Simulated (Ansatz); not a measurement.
Cell of bcc Ta (1 1 1) on zinc-blende InSb (1 1 1) (film strained to the substrate, started from cuts of the bulks and a machine-learned relaxation; slabs In4Sb4 and Ta10, which can lie off the formulas), relaxed at this level with a, b, gamma of the cell held:

```yaml
crystal:
  lattice:
    - [4.69427, 0.00164, -0.03217]
    - [2.34654, 4.06429, 0.08127]
    - [-2.22177, 0.90728, 23.60174]
  atoms:
    - { symbol: In, position: [0.29232, 0.29369, 0.01188] }
    - { symbol: In, position: [0.72873, 0.56952, 0.18619] }
    - { symbol: In, position: [0.17346, 0.84472, 0.34908] }
    - { symbol: In, position: [0.93456, 0.46307, 0.48110] }
    - { symbol: Sb, position: [0.64475, 0.63821, 0.05853] }
    - { symbol: Sb, position: [0.08782, 0.88955, 0.22402] }
    - { symbol: Sb, position: [0.53901, 0.16123, 0.39535] }
    - { symbol: Sb, position: [0.32704, 0.76809, 0.56537] }
    - { symbol: Ta, position: [0.04808, 0.40636, 0.64385] }
    - { symbol: Ta, position: [0.69223, 0.08476, 0.61168] }
    - { symbol: Ta, position: [0.77365, 0.04233, 0.72857] }
    - { symbol: Ta, position: [0.41272, 0.72339, 0.68853] }
    - { symbol: Ta, position: [0.49540, 0.68047, 0.80900] }
    - { symbol: Ta, position: [0.13327, 0.36198, 0.76679] }
    - { symbol: Ta, position: [0.21684, 0.31767, 0.88830] }
    - { symbol: Ta, position: [0.85737, 0.99768, 0.84968] }
    - { symbol: Ta, position: [0.93442, 0.96074, 0.96439] }
    - { symbol: Ta, position: [0.57888, 0.63670, 0.93037] }
```

Method: PBE (plane waves to 420 eV, PAW; Ansatz, a quantum-chemistry and plane-wave program). Spin–orbit coupling is left out; the runs are not spin-polarised. Its k-point mesh 8×8×1, Fermi–Dirac width 0.05 eV.

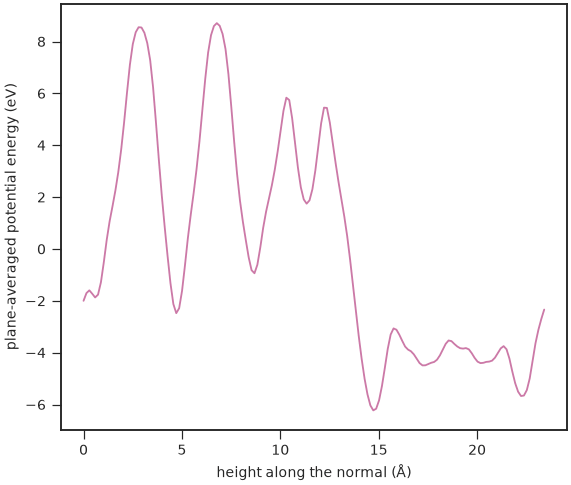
Figure. Smooth (PAW) electrostatic potential energy of an electron, averaged over planes, about its mean

The curve spans 14.9 eV over the stretch drawn.
